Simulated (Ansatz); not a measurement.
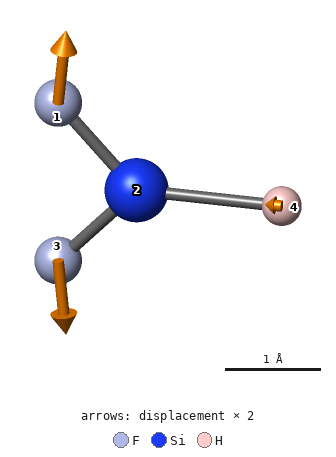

This is a relaxation of SiHF2 (charge +1). The starting structure is drawn; orange arrows show the displacements, 2 times their true length. The two geometries are superimposed by the best rigid fit.

Style: ball-and-stick. Shown at a tilt.

It is one of the separated reactants of a reaction.

Computed with RKS PBE-D4/def2-SVP in Ansatz 0.2.0. Settings: force threshold 0.03 eV/Å; at most 250 steps.

### Atoms of which element are displaced furthest, and by how much?

Fluorine: up to 0.43 Å, against 0.09 Å for hydrogen.

### What happened in the run?

The energy falls by 9.923 eV in 6 geometry steps. The largest force component goes from 40 to 0.00044 eV/Å. The largest moves after the best rigid fit, 0.43 Å, are those of F1 and F3. By element the largest moves are F 0.43 Å, H 0.09 Å, Si 0.01 Å. Some distances before and after: F1–Si2 1.252 → 1.572 Å, Si2–H4 1.578 → 1.479 Å. Bond angles that change, for instance: F1–Si2–F3 94.1° → 117.3°, F1–Si2–H4 132.9° → 121.3°.
